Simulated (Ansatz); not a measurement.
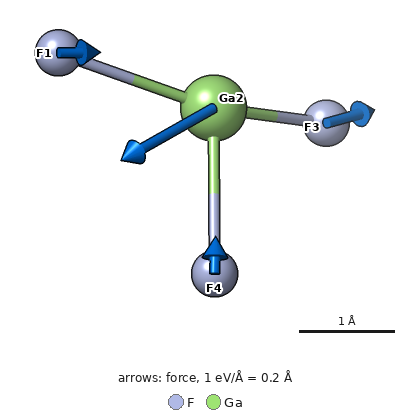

Starting geometry of GaF3 (coarse preliminary run) with the computed forces as blue arrows. The picture is a ball-and-stick view, seen at a tilt.

The start comes from a force field.

Method: RKS PBE-D4/def2-SVP (Ansatz 0.2.0). (force threshold 0.03 eV/Å; at most 200 steps)

> What follows when this structure is relaxed?

It isn't relaxed: the largest force vector, on Ga2, is 7.14 eV/Å. The final displacements follow the starting forces only in part (cosine between the two patterns 0.37). The largest move after the best rigid fit is that of Ga2, 0.35 Å. By element the largest moves are Ga 0.35 Å, F 0.34 Å. Some distances before and after: Ga2–F4 1.882 → 1.746 Å, F1–Ga2 1.864 → 1.746 Å, Ga2–F3 1.645 → 1.746 Å. Among the angles between lasting bonds that change: F1–Ga2–F3 156.0° → 120.2°, F1–Ga2–F4 99.0° → 119.9°. Over 3 geometry steps the energy falls by 26.1 kcal/mol. The largest force component goes from 4.6 to 0.015 eV/Å. Cost: 1.8 s on 4 threads of Arm Neoverse V2, on a shared host.
